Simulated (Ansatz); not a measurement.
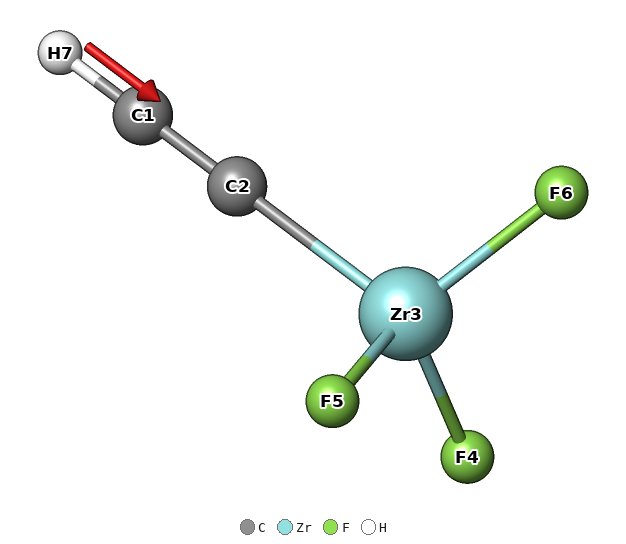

The arrows show one normal mode. Charge 0, singlet. Harmonic vibrations computed with RKS PBE0-D4/def2-TZVP, core potentials on Zr (Ansatz 0.2.0) at a stationary point of the same level.

Question: What kind of motion is it?

Answer: Mostly C–H stretching.

Question: At what wavenumber does it lie?

Answer: 3448 cm⁻¹; it is mode 15 of 15 counted from the lowest.
